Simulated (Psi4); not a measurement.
# triplet BBr2Cl at 5 levels

Wanted: a comparison of 5 runs (UHF/STO-3G, U-wB97X-V/6-31G*, UB3LYP/6-31G*, UHSE06/6-31G*) of triplet BBr2Cl. 

The calculation is run with Psi4 1.11.

1 further run of the same task is left out (set aside as unsound or not needed).

## Step 1: The system as given

BBr2Cl: 4 atoms, total charge 0, spin state triplet. SMILES of the parent species: `ClB(Br)Br`. The coordinates come from a PBE0-D4/def2-TZVP relaxation. That shape belongs to the parent species and isn't relaxed for this state.

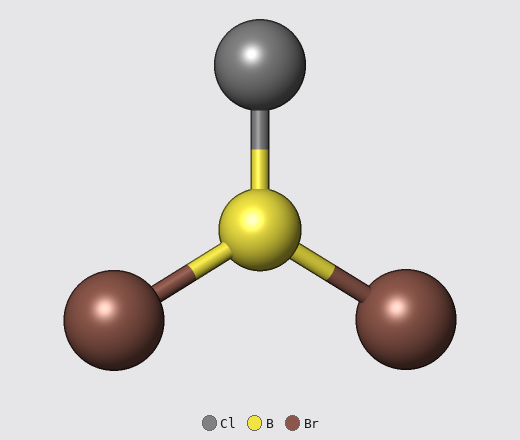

Viewed from a chosen angle; chlorine grey, boron yellow, bromine brown.

## Step 2: The energy at UHF/STO-3G (run 1)

The input, calc.inp:

```
memory 2.2 GB

molecule {
  0 3
  Cl
  B 1 1.732304
  Br 2 1.89885 1 120.03339
  Br 2 1.898853 1 120.0335 3 -179.99939
  symmetry c1
  no_reorient
  no_com
}

set globals {
  basis         STO-3G
  reference     uhf
  puream        true
  e_convergence 1e-09
  d_convergence 1e-08
  scf_type      pk
  maxiter       100
}

e_tot, wfn = energy("scf", return_wfn=True)
oeprop(wfn, "LOWDIN_CHARGES", "QUADRUPOLE", "WIBERG_LOWDIN_INDICES")
```

The run is started by

```
$ psi4 -n 1 calc.inp calc.out
```

calc.out:

```text
[...]
  Running in c1 symmetry.
[...]
  Nuclear repulsion =  520.816684928253721
[...]
  Multiplicity = 3
[...]
  Nalpha       = 47
  Nbeta        = 45
[...]
    Number of basis functions: 50
[...]
   @UHF iter   1: -5568.07520634236971   -2.98705e+00   6.32527e-03 ADIIS/DIIS
[...]
   @UHF iter  20: -5568.20166928293838    1.27329e-11   3.61668e-09 DIIS
[...]
   @S^2 Observed:                2.016219539E+00
[...]
  @UHF Final Energy: -5568.20166928293838
   => Energetics <=
    Nuclear Repulsion Energy =            520.8166849282537214
    One-Electron Energy =               -8822.1038257966101810
    Two-Electron Energy =                2733.0854715854184178
    Total Energy =                      -5568.2016692829383828
  UHF NO Occupations:
  HONO-2 :   45  A 1.9945917
  HONO-1 :   46  A 1.0000000
[...]
 Multipole Moments:
 ------------------------------------------------------------------------------------
     Multipole            Electronic (a.u.)      Nuclear  (a.u.)        Total (a.u.)
 ------------------------------------------------------------------------------------
 L = 1.  Multiply by 2.5417464519 to convert [e a0] to [Debye]
 Dipole X            :         -0.0000305            0.0000206           -0.0000099
 Dipole Y            :         -0.0000143           -0.0000009           -0.0000153
 Dipole Z            :          7.6384480           -6.2163505            1.4220975
 Magnitude           :                                                    1.4220975
 L = 2.  Multiply by 1.3450342976 to convert [e a0^2] to [Debye ang]
 Quadrupole XX       :        -37.0630220            0.0000000          -37.0630220
 Quadrupole XY       :          0.0035797           -0.0035960           -0.0000164
[...]
```

Run time: 5.1 s. Hardware: 1 thread of Intel Xeon at 2.50GHz (Skylake/Cascade Lake), shared host; peak memory 0.21 GiB.

## Step 3: The energy at U-wB97X-V/6-31G(d) (spherical functions) (run 2)

The input, run.py:

```python
import numpy as np
from ase.calculators.psi4 import Psi4
from ase import Atoms

atoms = Atoms(['Cl', 'B', 'Br', 'Br'], positions=[
    [-0.203300, -1.644940, 0.633550],
    [-0.004820, -0.039040, 0.015030],
    [1.283490, 1.123730, 0.785650],
    [-1.075360, 0.560270, -1.434250],
])
calc = Psi4(atoms=atoms, method='wb97x-v', basis='6-31G*', memory='2200MB', num_threads=1, charge=0, multiplicity=3, label='psi4-calc', reference='uks')
calc.psi4.set_options({'puream': True, 'e_convergence': 1e-09, 'd_convergence': 1e-08, 'scf_type': 'pk', 'dft_radial_points': 99, 'dft_spherical_points': 590, 'maxiter': 100})
atoms.calc = calc

print(f'energy: {atoms.get_potential_energy():.6f} eV')
```

The run is started by

```
$ python run.py
```

psi4-calc.dat:

```text
[...]
  Running in c1 symmetry.
[...]
  Nuclear repulsion =  520.816737110010990
[...]
  Multiplicity = 3
[...]
  Nalpha       = 47
  Nbeta        = 45
[...]
    Number of basis functions: 96
[...]
   @UKS iter   1: -5631.61562518854225   -2.29792e+00   1.98620e-02 ADIIS/DIIS
[...]
   @UKS iter  17: -5632.09621798702574    0.00000e+00   2.54526e-09 DIIS
[...]
   @S^2 Observed:                2.009168321E+00
[...]
  @UKS Final Energy: -5632.09621798702574
   => Energetics <=
    Nuclear Repulsion Energy =            520.8167371100109904
    One-Electron Energy =               -8868.8617818899383565
    Two-Electron Energy =                2882.7457736742294401
    DFT Exchange-Correlation Energy =    -167.1775297355490864
    Empirical Dispersion Energy =           0.0000000000000000
    VV10 Nonlocal Energy =                  0.3805828542203062
    Total Energy =                      -5632.0962179870266482
[...]
 Multipole Moments:
 ------------------------------------------------------------------------------------
     Multipole            Electronic (a.u.)      Nuclear  (a.u.)        Total (a.u.)
 ------------------------------------------------------------------------------------
 L = 1.  Multiply by 2.5417464519 to convert [e a0] to [Debye]
 Dipole X            :          0.7872199           -0.7122285            0.0749914
 Dipole Y            :          6.3695366           -5.7627582            0.6067784
 Dipole Z            :         -2.4532333            2.2195378           -0.2336955
 Magnitude           :                                                    0.6545360
[...]
```

On the terminal:

```text
energy: -153257.144314 eV
```

Wall time 1.9 min (1 thread of Intel Xeon at 2.50GHz (Skylake/Cascade Lake), shared host); peak memory 0.9 GiB.

Run 3 isn't shown in full; the table further down has it.

## Step 4: Energy and gradient at UHSE06/6-31G(d) (spherical functions) (run 4)

The input, input.dat:

```
memory 2200 MB

molecule molecule1 {
  0 3
  Cl    -0.203300    -1.644940     0.633550
  B     -0.004820    -0.039040     0.015030
  Br     1.283490     1.123730     0.785650
  Br    -1.075360     0.560270    -1.434250
  symmetry c1
}

set {
  basis                6-31G*
  reference            uks
  puream               true
  e_convergence        1e-09
  d_convergence        1e-08
  scf_type             pk
  dft_radial_points    99
  dft_spherical_points 590
  maxiter              100
}

gradient('hse06')
```

The run is started by

```
$ psi4 -i input.dat -o output.dat -n 1
```

output.dat:

```text
[...]
  Running in c1 symmetry.
[...]
  Nuclear repulsion =  520.816737110010990
[...]
  Multiplicity = 3
[...]
  Nalpha       = 47
  Nbeta        = 45
[...]
    Number of basis functions: 96
[...]
   @UKS iter   1: -5631.33262031315280   -2.14496e+00   2.06438e-02 ADIIS/DIIS
[...]
   @UKS iter  14: -5631.86351703731270   -2.45564e-11   3.89820e-09 DIIS
[...]
   @S^2 Observed:                2.007117461E+00
[...]
  @UKS Final Energy: -5631.86351703731270
   => Energetics <=
    Nuclear Repulsion Energy =            520.8167371100109904
    One-Electron Energy =               -8869.1388106259491906
    Two-Electron Energy =                2879.4146285760375577
    DFT Exchange-Correlation Energy =    -162.9560720974131698
    Empirical Dispersion Energy =           0.0000000000000000
    VV10 Nonlocal Energy =                  0.0000000000000000
    Total Energy =                      -5631.8635170373127039
[...]
  -Total Gradient:
     Atom            X                  Y                   Z
    ------   -----------------  -----------------  -----------------
       1        0.002545757696     0.020596083333    -0.007932765635
       2        0.000220624452     0.001785735144    -0.000686678365
       3       -0.010518327412    -0.013376654097    -0.004285426888
       4        0.007751083860    -0.009012145012     0.012907559673
[...]
```

Run time: 1.9 min. Hardware: 1 thread of Intel Xeon at 2.50GHz (Skylake/Cascade Lake), shared host; peak memory 0.86 GiB.

## Step 5: A single-point energy at UB3LYP/6-31G(d) (Cartesian functions) (run 5)

The input, job.in:

```
memory 2.2 GB

molecule {
  0 3
  Cl    -0.203300    -1.644940     0.633550
  B     -0.004820    -0.039040     0.015030
  Br     1.283490     1.123730     0.785650
  Br    -1.075360     0.560270    -1.434250
  symmetry c1
}

set globals {
  reference            uks
  puream               false
  e_convergence        1e-09
  d_convergence        1e-08
  scf_type             pk
  dft_radial_points    99
  dft_spherical_points 590
  maxiter              100
}

energy_value, wavefunction = energy('b3lyp/6-31G*', return_wfn=True)
```

The run is started by

```
$ psi4 job.in job.out -n 1
```

job.out:

```text
[...]
  Running in c1 symmetry.
[...]
  Nuclear repulsion =  520.816737110010990
[...]
  Multiplicity = 3
[...]
  Nalpha       = 47
  Nbeta        = 45
[...]
    Number of basis functions: 104
[...]
   @UKS iter   1: -5632.12814053202874   -2.09167e+00   2.17812e-02 ADIIS/DIIS
[...]
   @UKS iter  14: -5632.74475004781470   -9.09495e-13   5.29403e-09 DIIS
[...]
   @S^2 Observed:                2.005633785E+00
[...]
  @UKS Final Energy: -5632.74475004781470
   => Energetics <=
    Nuclear Repulsion Energy =            520.8167371100109904
    One-Electron Energy =               -8868.9692301501527254
    Two-Electron Energy =                2888.2553876955221313
    DFT Exchange-Correlation Energy =    -172.8476447031955274
    Empirical Dispersion Energy =           0.0000000000000000
    VV10 Nonlocal Energy =                  0.0000000000000000
    Total Energy =                      -5632.7447500478137954
[...]
 Multipole Moments:
 ------------------------------------------------------------------------------------
     Multipole            Electronic (a.u.)      Nuclear  (a.u.)        Total (a.u.)
 ------------------------------------------------------------------------------------
 L = 1.  Multiply by 2.5417464519 to convert [e a0] to [Debye]
 Dipole X            :          0.7543914           -0.7122285            0.0421628
 Dipole Y            :          6.1039213           -5.7627582            0.3411631
 Dipole Z            :         -2.3509324            2.2195378           -0.1313946
 Magnitude           :                                                    0.3680143
[...]
```

Run time: 36 s. Hardware: 1 thread of Intel Xeon at 2.50GHz (Skylake/Cascade Lake), shared host; peak memory 0.87 GiB.

## Step 6: The series

| run | level | integration grid | task | energy (Eh) | dipole moment (D) | HOMO energy (eV) | ⟨S²⟩ | wall time |
| --- | --- | --- | --- | --- | --- | --- | --- | --- |
| 1 | UHF/STO-3G | – | energy | -5568.201669 | 3.61 | -4.50 | 2.016 | 5.1 s |
| 2 | U-wB97X-V/6-31G* (spherical functions) | 99 radial × 590 angular | energy | -5632.096218 | 1.66 | -5.82 | 2.009 | 1.9 min |
| 3 | UB3LYP/6-31G* (spherical functions) | 99 radial × 590 angular | energy | -5632.723821 | 0.94 | -3.44 | 2.006 | 31 s |
| 4 | UHSE06/6-31G* (spherical functions) | 99 radial × 590 angular | gradient | -5631.863517 | 1.07 | -3.35 | 2.007 | 1.9 min |
| 5 | UB3LYP/6-31G* (Cartesian functions) | 99 radial × 590 angular | energy | -5632.744750 | 0.94 | -3.44 | 2.006 | 36 s |

## Step 7: Outcome

| quantity | value |
| --- | --- |
| run 5: total energy | -5632.74475 Eh |
| run 5: dipole moment | 0.94 D |
| run 5: HOMO energy (highest over α and β) | -3.44 eV |
| run 5: ⟨S²⟩ | 2.006 |

What this shows: The dipole moment (its size) runs from 0.94 D (UB3LYP/6-31G*) to 3.61 D (UHF/STO-3G). The two ends differ in method and basis. Totals of different functionals can't be ranked against each other. In run 1 the basis is minimal, so the values are rough. All runs together took 5 min, the longest 1.9 min.
